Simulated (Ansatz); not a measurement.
Nudged elastic band of SiH5F (part 2 of 2)

The same run, continued: SiH5F; RHF/def2-SVPD (Ansatz 0.2.0). The run did not end well. One setting was made poor on purpose. It belongs to a series of runs on one base structure; here: band between the two ends.

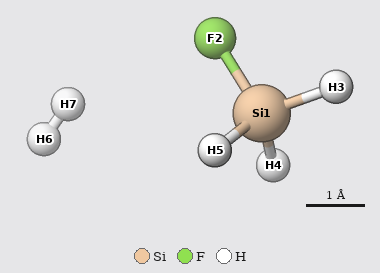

Fig. 1: The structure as given in the input (ball-and-stick view, seen at a tilt; atoms are numbered from 1 in the order of the input).

```
Unfinished report: {"positions_ang":[[-0.7831343740187157,-0.4693194988696715,-0.0011201709540507887],[0.9547470719719771,1.0162423265721339,1.0504207694610617],[0.01839172061510332,-1.0186170307238973,1.1485231811925998],[-1.278984186874344,0.8175447402663255,0.6798999104423701],[0.16172416272124376,-0.06311035552739007,-1.14490064915648],[-2.0476868699373063,-1.2870264182195756,-0.3821064358971824],[0.0406424755220397,1.0042862365020764,1.160781394911682]],"unchecked":["starts","cluster_reference","orbital_swaps","neighbouring_geometries","increment"],"mean_field":{"relativity":"none","state":{"energy":{"ev":-10641.47485593315,"hartree":-391.0669879048191},"converged":true,"gradient_ev":0.000012922120334049948,"stability":{"kind":"minimum","curvature_ev":57.971802290555615},"curvature_floor_ev":0.00030000000000000003,"spin_squared":1.0658141036401503e-14},"others":[],"fillings":{"estimated":0,"unestimated":0,"tried":0,"untried":0,"excluded_magnetic_sites":0},"n_dropped_functions":0,"n_trapped_functions":0,"passes":{"evaluations":2,"products":12},"factors":{"origin":"Cholesky decomposition","count":869,"bound_ev":0.001089024816335817},"gradient_stop_ev":0.00009,"reference_kind":"stationary","symmetry":{"irreps":["A"],"axes":[[0.9455520991417175,0.1488183808122647,0.28945520783207107],[-0.2026506416796081,-0.4267251613611785,0.8813843395977259],[0.2546840105611948,-0.8920530960619395,-0.3733327317163247]],"occupied":[{"A":14},{"A":14}]},"held":{"pivots":869,"left_out":2,"joined":0},"density_repulsion":{"missed_ev":7.259033948399858e-6,"excess_ev":0.0,"most_excess_ev":0.0000756,"are_drawn_again":false,"n_first_factors":869,"energy_change_ev":0.0,"n_dropped_ends":0}},"factors":{"origin":"Cholesky decomposition","count":869,"bound_ev":0.001089024816335817},"n_frozen":0,"n_occupied":[14,14],"n_virtual":[73,73],"reference":{"ev":-10641.47485593315,"hartree":-391.0669879048191},"total":{"ev":-10641.47485593315,"hartree":-391.0669879048191},"forces_ev_per_angstrom":[[-0.4832495361646109,-0.35749616130281553,-0.23101650353935385],[0.3495801539325337,0.8389462175757301,0.5361871157557377],[-0.6480383629669817,-0.7014012764996671,-0.7601338249658879],[-0.47871226288203256,-0.6161557350429342,-0.7104821237975787],[-1.0391283118929113,-0.5546434771359677,0.6200426570164832],[1.1754257338470337,0.6179194010241214,0.17554308562472426],[1.1241225861283415,0.7728310313790812,0.3698595939038388]],"charge_distribution":{"dipole_moment_e_ang":[-0.3598055939834708,-0.13627175879327985,-0.08738989097564069],"mulliken_charges_e":[0.22434807879346685,-0.4140121864188657,-0.0040930938151722,-0.10709582417378849,-0.0026835482105400654,-0.0840721441100234,0.3876087179349289],"lowdin_charges_e":[0.9508850140271061,0.2313858081625053,-0.150921201887112,-0.12690183767268293,-0.12095960548646278,-0.1471138673251018,-0.6363743098183148]},"n_threads":1,"memory_gib":1.7045454550534487,"seconds":{"hamiltonian":0.867698662,"orbitals":0.0,"second_order":0.0,"solver_start":0.0,"cycles":0.0,"cycle":0.0,"perturbative":0.0,"full_ci_increment":0.0,"forces":0.0}}
this run last wrote the band of iteration 60 to [file]
Error: NEB band did not converge after 60 iterations: max|band force component| = 8.86e-2 eV/Å (threshold 3.0e-2); raise `neb.max_iterations` in a new run, which can start from the last band evaluated (`neb.initial_path`, with `crystal.atoms` and `neb.final_atoms` set to its first and last images), add images, or start from endpoints closer to local minima. Where this run's directory can be resumed (`checkpoint.write`), a resume goes on for up to `neb.max_iterations` more; to start a new run from the last band, take its images' positions from the `neb_iteration` event of iteration 60 (`data.images[].positions_ang`), in the event stream of the run that computed that iteration (not this run's, if it was resumed behind it). With `checkpoint.write`, `steps/00-neb/state/checkpoint.json` in the run directory holds the last saved band, under `neb.evaluated.images[].positions_ang` (a band under a hybrid functional on support functions is neither saved nor resumed: `neb.initial_path` says where its path is): check the last entry of `neb.iterations` there, which is earlier than 60 if that iteration was not saved or its write failed. If the band's step has no `state` directory and holds `state.next`, a write was cut short, and the file is under `state.next` instead (behind a loss of power it can be under `state.prev`)
this run wrote the band of iteration 60 to [file] as well, whether or not its events were kept: a new run's `neb.initial_path` can list its `images[].positions_ang`
a run's events are kept only if it was started with --events-out <file>, and are in that file
```

### The last band as extended XYZ (Å, eV, eV/Å)
```
7
Properties=species:S:1:pos:R:3:forces:R:3 image=0 energy=-10643.23316
Si    0.5597    0.0000   -0.2368    0.0051   0.0000   0.0229
F     0.4380    0.0000    1.3824    0.0023   0.0000  -0.0261
H     1.9945    0.0000   -0.5794   -0.0078   0.0000   0.0043
H    -0.1057    1.2171   -0.7370    0.0001  -0.0045  -0.0011
H    -0.1057   -1.2171   -0.7370    0.0001   0.0045  -0.0011
H    -3.2017    0.0000    1.5631    0.0173   0.0000   0.0085
H    -2.5134    0.0000    1.8563   -0.0171   0.0000  -0.0074
7
Properties=species:S:1:pos:R:3:forces:R:3 image=1 energy=-10641.47486
Si   -0.7831   -0.4693   -0.0011   -0.4833  -0.3575  -0.2310
F     0.9547    1.0162    1.0504    0.3496   0.8389   0.5362
H     0.0184   -1.0186    1.1485   -0.6480  -0.7014  -0.7601
H    -1.2790    0.8175    0.6799   -0.4787  -0.6162  -0.7105
H     0.1617   -0.0631   -1.1449   -1.0391  -0.5546   0.6200
H    -2.0477   -1.2870   -0.3821    1.1754   0.6179   0.1755
H     0.0406    1.0043    1.1608    1.1241   0.7728   0.3699
7
Properties=species:S:1:pos:R:3:forces:R:3 image=2 energy=-10642.45992
Si    0.1578   -0.0007   -0.6679    0.0032   0.0003  -0.0014
F    -2.0469    0.0056    3.3058   -0.0065  -0.0011   0.0023
H     1.6030   -0.0031   -0.3492   -0.0041  -0.0002  -0.0002
H    -0.1923    1.2137   -1.4375   -0.0006  -0.0011   0.0025
H    -0.1956   -1.2125   -1.4403   -0.0004   0.0012   0.0028
H    -0.6126   -0.0011    0.6025    0.0007  -0.0007  -0.0043
H    -1.6477   -0.0020    2.4981    0.0078   0.0016  -0.0017
```

This output came from the following input.

### The input
```yaml
crystal:
  periodic: [false, false, false]
  atoms:
    - { symbol: Si, position_ang: [0.559695, 0.0, -0.236841] }
    - { symbol: F, position_ang: [0.437996, 0.0, 1.382426] }
    - { symbol: H, position_ang: [1.994473, 0.0, -0.579431] }
    - { symbol: H, position_ang: [-0.105673, 1.21709, -0.737026] }
    - { symbol: H, position_ang: [-0.105673, -1.21709, -0.737026] }
    - { symbol: H, position_ang: [-3.201702, 0.0, 1.563123] }
    - { symbol: H, position_ang: [-2.513416, 0.0, 1.856273] }
basis:
  gaussian: { orbitals: def2-SVPD }
hamiltonian:
  xc: hf
neb:
  order_check: false
  images: 1
  f_tol: 0.03
  max_iterations: 60
  climbing: false
  final_atoms:
    - { symbol: Si, position_ang: [0.15783284, -0.0007322, -0.66789593] }
    - { symbol: F, position_ang: [-2.04689564, 0.00558712, 3.30576482] }
    - { symbol: H, position_ang: [1.60300184, -0.00308268, -0.34916823] }
    - { symbol: H, position_ang: [-0.19225843, 1.21374737, -1.4375352] }
    - { symbol: H, position_ang: [-0.19564959, -1.21247715, -1.44033586] }
    - { symbol: H, position_ang: [-0.6126291, -0.00105427, 0.60254569] }
    - { symbol: H, position_ang: [-1.64770192, -0.00198819, 2.49812271] }
  initial_path:
    images:
      - { positions_ang: [[0.559695, 0.0, -0.236841], [0.437996, 0.0, 1.382426], [1.994473, 0.0, -0.579431], [-0.105673, 1.21709, -0.737026], [-0.105673, -1.21709, -0.737026], [-3.201702, 0.0, 1.563123], [-2.513416, 0.0, 1.856273]] }
      - { positions_ang: [[0.01595009, 0.0, 0.01952051], [-0.07265959, 0.0, 1.95749582], [1.41352042, 0.0, -0.40328661], [-0.64882497, 1.1914, -0.49758283], [-0.64882497, -1.1914, -0.49758283], [-1.67785648, 0.0, 0.49765475], [-1.3156045, 0.0, 1.43527919]] }
      - { positions_ang: [[0.15783284, -0.0007322, -0.66789593], [-2.04689564, 0.00558712, 3.30576482], [1.60300184, -0.00308268, -0.34916823], [-0.19225843, 1.21374737, -1.4375352], [-0.19564959, -1.21247715, -1.44033586], [-0.6126291, -0.00105427, 0.60254569], [-1.64770192, -0.00198819, 2.49812271]] }
```

Command:
```bash
ansatz run input.yaml --threads 1 --pin off --max-ram 2048MiB --backend cpu --events-out ev --progress --plain --runs-dir out
```

### What the run reported

```json
{"quantity": "outcome", "value": "not converged"}
{"quantity": "barrier, forward (band not converged)", "value": "1.758 eV"}
{"quantity": "barrier, backward", "value": "0.985 eV"}
{"quantity": "hardware", "value": "1 thread of Intel Xeon @ 2.60GHz (Ice Lake), 24 GiB of memory available, shared host"}
{"quantity": "wall time", "value": "57 s"}
{"quantity": "peak memory", "value": "0.16 GiB"}
```

### Diagnosis

The run did not converge: “NEB band did not converge after 60 iterations: max|band force component| = 8.86e-2 eV/Å (threshold 3.0e-2); raise `neb.max_iterations` in a new run, which can start from the last band evaluated (`neb.initial_path`, with `crystal.atoms` and `neb.final_atoms` set to its first and last images), add images, or start from endpoints closer to local minima …” Its last values are not results. A deliberately poor setting: few images.
